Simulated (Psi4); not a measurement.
# One shape, several levels: doublet [SiH2]−

Aim: a comparison of 3 runs (U-wB97X/aug-cc-pVTZ, UCAM-B3LYP/aug-cc-pVTZ, UOMP2/aug-cc-pVTZ) of doublet [SiH2]−. 

The results are computed with Psi4 1.11.

2 further runs of the same task are left out: 2 set aside as unsound or not needed.

**1. Starting point**

[SiH2]− has 3 atoms, charge -1, and is taken as a doublet. As SMILES of the parent species, `[SiH2]`. The shape is that of a PBE0-D4/def2-TZVP optimisation. That shape belongs to the parent species and isn't relaxed for this state.

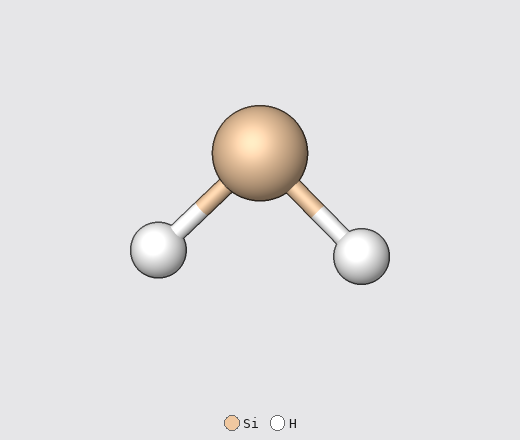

The structure, seen from a chosen angle (silicon light orange, hydrogen white).

**2. A single-point energy at U-wB97X/aug-cc-pVTZ (run 1)**

job.py reads:

```python
import psi4

psi4.set_memory('2200 MB')
psi4.set_num_threads(1)
psi4.core.set_output_file('run.log', False)

mol = psi4.geometry("""
-1 2
Si
H 1 1.525397
H 1 1.525426 2 91.17418
symmetry c1
""")

psi4.set_options({
    'basis': 'aug-cc-pVTZ',
    'reference': 'uks',
    'puream': True,
    'e_convergence': 1e-09,
    'd_convergence': 1e-08,
    'scf_type': 'pk',
    'dft_radial_points': 99,
    'dft_spherical_points': 590,
    'maxiter': 100,
})

result, w = psi4.energy("wb97x", return_wfn=True)
psi4.oeprop(w, "WIBERG_LOWDIN_INDICES", "MAYER_INDICES", "QUADRUPOLE")
print(f'wb97x energy: {result:.10f} Eh')
for k, v in sorted(psi4.core.scalar_variables().items()):
    print(f'{k:45s} {v:18.10f}')
```

Run with:

```
python job.py
```

run.log:

```text
[...]
  Running in c1 symmetry.
[...]
  Nuclear repulsion =    9.956245088352896
[...]
  Multiplicity = 2
[...]
  Nalpha       = 9
  Nbeta        = 8
[...]
    Number of basis functions: 96
[...]
   @UKS iter   1:  -290.58015780452911   -5.15998e-01   3.30291e-03 ADIIS/DIIS
[...]
   @UKS iter  11:  -290.64847810126025   -1.64277e-11   7.05738e-09 DIIS
[...]
   @S^2 Observed:                7.564112023E-01
[...]
    Orbital Energies [Eh]
    ---------------------
    Alpha Occupied:
       1A    -65.889940     2A     -5.132887     3A     -3.492175
       4A     -3.488609     5A     -3.485846     6A     -0.400108
       7A     -0.200211     8A     -0.109542     9A     -0.043038
    Alpha Virtual:
      10A      0.154069    11A      0.183881    12A      0.189585
      13A      0.191471    14A      0.206574    15A      0.283066
      16A      0.290233    17A      0.296207    18A      0.302608
      19A      0.303706    20A      0.306217    21A      0.401074
      22A      0.411196    23A      0.421278    24A      0.427632
      25A      0.470300    26A      0.471752    27A      0.484990
[...]
  @UKS Final Energy:  -290.64847810126025
   => Energetics <=
    Nuclear Repulsion Energy =              9.9562450883528957
    One-Electron Energy =                -425.8667573425883575
    Two-Electron Energy =                 141.4508997229418128
    DFT Exchange-Correlation Energy =     -16.1888655699666124
    Empirical Dispersion Energy =           0.0000000000000000
    VV10 Nonlocal Energy =                  0.0000000000000000
    Total Energy =                       -290.6484781012602525
[...]
 Multipole Moments:
 ------------------------------------------------------------------------------------
     Multipole            Electronic (a.u.)      Nuclear  (a.u.)        Total (a.u.)
 ------------------------------------------------------------------------------------
 L = 1.  Multiply by 2.5417464519 to convert [e a0] to [Debye]
 Dipole X            :          1.2518021           -1.3325372           -0.0807350
 Dipole Y            :          1.2263419           -1.3054798           -0.0791378
 Dipole Z            :         -0.0000000            0.0000000           -0.0000000
 Magnitude           :                                                    0.1130528
 L = 2.  Multiply by 1.3450342976 to convert [e a0^2] to [Debye ang]
 Quadrupole XX       :        -26.1455876            7.8979555          -18.2476321
 Quadrupole XY       :         -0.5921431           -0.5701092           -1.1622523
[...]
```

Standard output:

```text
wb97x energy: -290.6484781013 Eh
CURRENT ENERGY                                   -290.6484781013
CURRENT REFERENCE ENERGY                         -290.6484781013
DD SOLVATION ENERGY                                 0.0000000000
DFT FUNCTIONAL TOTAL ENERGY                      -290.6484781013
DFT TOTAL ENERGY                                 -290.6484781013
DFT VV10 ENERGY                                     0.0000000000
DFT XC ENERGY                                     -16.1888655700
GRID ELECTRONS ALPHA                                9.0000069535
GRID ELECTRONS BETA                                 8.0000011557
GRID ELECTRONS TOTAL                               17.0000081091
NUCLEAR REPULSION ENERGY                            9.9562450884
ONE-ELECTRON ENERGY                              -425.8667573426
PCM POLARIZATION ENERGY                             0.0000000000
PE ENERGY                                           0.0000000000
SCF ITERATION ENERGY                             -290.6484781013
SCF ITERATIONS                                     11.0000000000
SCF TOTAL ENERGY                                 -290.6484781013
TWO-ELECTRON ENERGY                               141.4508997229
XC GRID RADIAL POINTS                              99.0000000000
XC GRID SPHERICAL POINTS                          590.0000000000
XC GRID TOTAL POINTS                           171165.0000000000
```

Run time: 13 s. Hardware: 1 thread of Intel Xeon 6975P-C (Granite Rapids), shared host; peak memory 1.1 GiB.

**3. Energy and gradient at UCAM-B3LYP/aug-cc-pVTZ (run 2)**

job.json reads:

```json
{
 "schema_name": "qcschema_input",
 "schema_version": 1,
 "molecule": {
  "schema_name": "qcschema_molecule",
  "schema_version": 2,
  "symbols": ["Si", "H", "H"],
  "geometry": [-0.92823347, 0.88552566, -0.4036455, 1.58793686, 1.09339554, 0.9873819, -0.65970339, -1.9789212, -0.5837364],
  "molecular_charge": -1,
  "molecular_multiplicity": 2,
  "fix_symmetry": "c1",
  "fix_com": true,
  "fix_orientation": true
 },
 "driver": "gradient",
 "model": {
  "method": "cam-b3lyp",
  "basis": "aug-cc-pVTZ"
 },
 "keywords": {
  "reference": "uks",
  "puream": true,
  "e_convergence": 1e-09,
  "d_convergence": 1e-08,
  "scf_type": "pk",
  "dft_radial_points": 99,
  "dft_spherical_points": 590,
  "maxiter": 100,
  "scf_properties": ["MULLIKEN_CHARGES", "LOWDIN_CHARGES", "DIPOLE"]
 }
}
```

Run with:

```
psi4 --qcschema job.json -n 1 --memory 2200MB
```

stdout, cut to the lines that bear on the results:

```text
[...]
  Running in c1 symmetry.
[...]
  Nuclear repulsion =    9.956246047361171
[...]
  Multiplicity = 2
[...]
  Nalpha       = 9
  Nbeta        = 8
[...]
    Number of basis functions: 96
[...]
   @UKS iter   1:  -290.57010812220477   -4.33268e-01   3.76721e-03 DIIS/ADIIS
[...]
   @UKS iter  11:  -290.66376159667675   -6.42331e-12   3.04272e-09 DIIS
[...]
   @S^2 Observed:                7.566038696E-01
[...]
  @UKS Final Energy:  -290.66376159667675
   => Energetics <=
    Nuclear Repulsion Energy =              9.9562460473611711
    One-Electron Energy =                -425.8279091603026245
    Two-Electron Energy =                 141.6265234395197865
    DFT Exchange-Correlation Energy =     -16.4186219232550279
    Empirical Dispersion Energy =           0.0000000000000000
    VV10 Nonlocal Energy =                  0.0000000000000000
    Total Energy =                       -290.6637615966767498
[...]
 Multipole Moments:
 ------------------------------------------------------------------------------------
     Multipole            Electronic (a.u.)      Nuclear  (a.u.)        Total (a.u.)
 ------------------------------------------------------------------------------------
 L = 1.  Multiply by 2.5417464519 to convert [e a0] to [Debye]
 Dipole X            :         12.9319349          -12.0670351            0.8648998
 Dipole Y            :        -12.3369034           11.5118336           -0.8250699
 Dipole Z            :          5.6235002           -5.2473915            0.3761087
 Magnitude           :                                                    1.2530960
[...]
  Mulliken Charges: (a.u.)
   Center  Symbol    Alpha    Beta     Spin     Total
       1    SI     7.88341  6.89390  0.98951 -0.77731
       2     H     0.55829  0.55305  0.00525 -0.11134
       3     H     0.55830  0.55305  0.00524 -0.11135
[...]
  -Total Gradient:
     Atom            X                  Y                   Z
    ------   -----------------  -----------------  -----------------
       1        0.003434928878    -0.003269647902     0.001494514677
       2       -0.004401284539    -0.002029029479    -0.002622736042
       3        0.000966187784     0.005298838295     0.001128148449
[...]
```

The result, in JSON:

```text
{
 "driver": "gradient",
 "model": {
  "method": "cam-b3lyp",
  "basis": "aug-cc-pVTZ"
 },
 "success": true,
 "return_result": [0.0034349288779103038, -0.003269647901799025, 0.0014945146767557996, -0.004401284539344158, -0.002029029479406961, -0.0026227360415794557, 0.0009661877835367063, 0.005298838295441949, 0.0011281484491217752],
 "properties": {
  "calcinfo_nbasis": 96,
  "calcinfo_nmo": 96,
  "calcinfo_nalpha": 9,
  "calcinfo_nbeta": 8,
  "calcinfo_natom": 3,
  "nuclear_repulsion_energy": 9.956246047361171,
  "return_energy": -290.66376159667675,
  "return_gradient": [0.0034349288779103038, -0.003269647901799025, 0.0014945146767557996, -0.004401284539344158, -0.002029029479406961, -0.0026227360415794557, 0.0009661877835367063, 0.005298838295441949, 0.0011281484491217752],
  "scf_one_electron_energy": -425.8279091603026,
  "scf_two_electron_energy": 141.6265234395198,
  "scf_xc_energy": -16.418621923255028,
  "scf_dipole_moment": [0.864899767205296, -0.8250698518608566, 0.3761087285168907],
  "scf_total_energy": -290.66376159667675,
  "scf_total_gradient": [0.0034349288779103038, -0.003269647901799025, 0.0014945146767557996, -0.004401284539344158, -0.002029029479406961, -0.0026227360415794557, 0.0009661877835367063, 0.005298838295441949, 0.0011281484491217752],
  "scf_iterations": 11
 }
}
```

Wall time 22 s (1 thread of Intel Xeon 6975P-C (Granite Rapids), shared host); peak memory 1.1 GiB.

**4. The energy at UOMP2/aug-cc-pVTZ (density fitting for correlation) (run 3)**

job.dat reads:

```
memory 2200 MB

molecule mol {
  -1 2
  Si    -0.491200     0.468600    -0.213600
  H      0.840300     0.578600     0.522500
  H     -0.349100    -1.047200    -0.308900
  symmetry c1
}

set {
  basis           aug-cc-pVTZ
  reference       uhf
  puream          true
  e_convergence   1e-09
  d_convergence   1e-08
  scf_type        pk
  num_frozen_docc 5
  maxiter         100
}

result, w = energy("omp2", return_wfn=True)
print_variables()
```

Run with:

```
psi4 -i job.dat -o job.out -n 1
```

job.out:

```text
[...]
  Running in c1 symmetry.
[...]
  Nuclear repulsion =    9.956246036569164
[...]
  Multiplicity = 2
[...]
  Nalpha       = 9
  Nbeta        = 8
[...]
    Number of basis functions: 96
[...]
   @UHF iter   1:  -290.00556169827394   -5.64025e-01   2.30658e-03 ADIIS/DIIS
[...]
   @UHF iter  13:  -290.05205610735385   -3.97904e-12   2.82084e-09 DIIS
[...]
   @S^2 Observed:                7.754253490E-01
[...]
    Orbital Energies [Eh]
    ---------------------
    Alpha Occupied:
       1A    -68.536510     2A     -5.882907     3A     -3.993485
       4A     -3.985466     5A     -3.984293     6A     -0.455239
       7A     -0.225367     8A     -0.113547     9A     -0.046734
    Alpha Virtual:
      10A      0.147829    11A      0.175629    12A      0.183681
      13A      0.185771    14A      0.206551    15A      0.285667
      16A      0.301028    17A      0.306961    18A      0.307767
      19A      0.308591    20A      0.330560    21A      0.413064
      22A      0.427897    23A      0.445092    24A      0.453533
      25A      0.487858    26A      0.496512    27A      0.501616
[...]
  @UHF Final Energy:  -290.05205610735385
   => Energetics <=
    Nuclear Repulsion Energy =              9.9562460365691638
    One-Electron Energy =                -425.7076304173252765
    Two-Electron Energy =                 125.6993282734023012
    Total Energy =                       -290.0520561073537920
  UHF NO Occupations:
  HONO-2 :    7  A 1.9995860
  HONO-1 :    8  A 1.9880163
[...]
 Multipole Moments:
 ------------------------------------------------------------------------------------
     Multipole            Electronic (a.u.)      Nuclear  (a.u.)        Total (a.u.)
 ------------------------------------------------------------------------------------
 L = 1.  Multiply by 2.5417464519 to convert [e a0] to [Debye]
 Dipole X            :         -1.2943248            1.3986185            0.1042936
 Dipole Y            :          1.1424154           -1.2344223           -0.0920069
 Dipole Z            :         -0.0000000            0.0000000           -0.0000000
 Magnitude           :                                                    0.1390771
[...]
	Warning: cc_lambda option is changed to TRUE
	For this residual convergence, default PCG convergence is:     1.00e-07
[...]
	DF-SCS-MP2 Total Energy (a.u.)     :  -290.18715395659189
	DF-SOS-MP2 Total Energy (a.u.)     :  -290.19106066177397
[...]
	DF-SCS-OMP2 Total Energy (a.u.)    :  -290.18883177447555
	DF-SOS-OMP2 Total Energy (a.u.)    :  -290.18163198333838
	DF-SCS(N)-OMP2 Total Energy (a.u.) :  -290.08821440896111
[...]
	DF-OMP2 Total Energy (a.u.)        :  -290.18132594481790
[...]
```

Run time: 13 s. Hardware: 1 thread of Intel Xeon 6975P-C (Granite Rapids), shared host; peak memory 0.54 GiB.

**5. Overview of the runs**

```tsv
run	level	task	frozen core orbitals	energy (Eh)	HOMO energy (eV)	LUMO energy (eV)	⟨S²⟩	wall time
1	U-wB97X/aug-cc-pVTZ	energy	0	-290.648478	-1.17	4.19	0.756	13 s
2	UCAM-B3LYP/aug-cc-pVTZ	gradient	0	-290.663762	-0.26	3.52	0.757	22 s
3	UOMP2/aug-cc-pVTZ (density fitting for correlation)	energy	5	-290.181326	-1.27	4.02	0.775	13 s
```

**6. Results**

| quantity | value |
| --- | --- |
| run 3: total energy | -290.18133 Eh |
| run 3: HOMO energy (Hartree–Fock orbitals) (highest over α and β) | -1.27 eV |
| run 3: LUMO energy (Hartree–Fock orbitals) (lowest over α and β) | 4.02 eV |
| run 3: correlation energy (5 core orbitals frozen) | -129.3 mEh |
| run 3: ⟨S²⟩ of the reference determinant | 0.775 |

**Reading.** Totals of different functionals can't be ranked against each other. All runs together took 48 s, the longest 22 s.
